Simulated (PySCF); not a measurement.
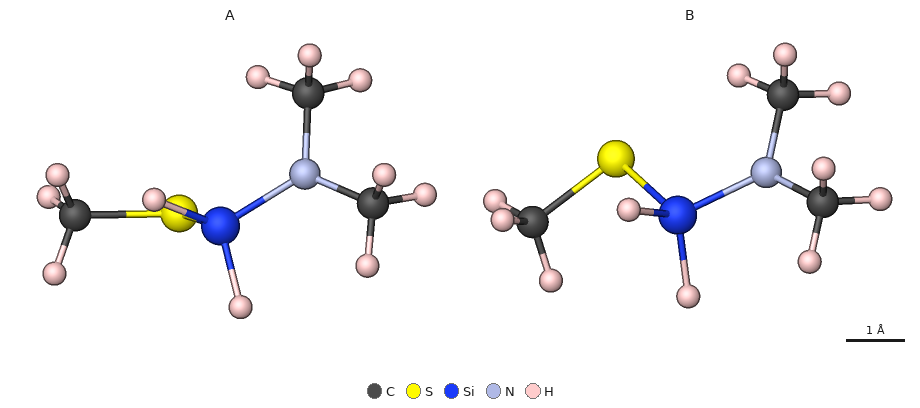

Two geometries of C3H11NSSi, drawn at one scale. One is the start of a relaxation, the other its converged end. A ball-and-stick model, seen at a tilt.

All numbers below come from PBE0-D3(BJ)/def2-SVP geometry optimisation, gas phase (PySCF). 

Which one is relaxed?

Answer. Structure A is the relaxed one. The start comes from GFN2-xTB. The largest move after the best rigid fit is that of the S atom, 1.11 Å. Largest moves by element: S 1.11 Å, H 0.86 Å, C 0.33 Å, Si 0.20 Å, N 0.12 Å. Near-neighbour distances that change, for instance: H–Si 1.472 → 1.504 Å, N–Si 1.705 → 1.725 Å, C–H 1.085 → 1.099 Å, C–H 1.096 → 1.108 Å. Among the angles between lasting bonds that change: S–Si–H 108.7° → 113.9°, Si–N–C 119.1° → 123.4°, Si–N–C 124.9° → 121.2°. Groups turn about S–Si by about 40°, N–Si by about 40°. After 13 geometry steps the energy has fallen by 19.6 kJ/mol. The largest force component goes from 0.69 to 0.016 eV/Å. The run took roughly 100 core-seconds on a shared host.
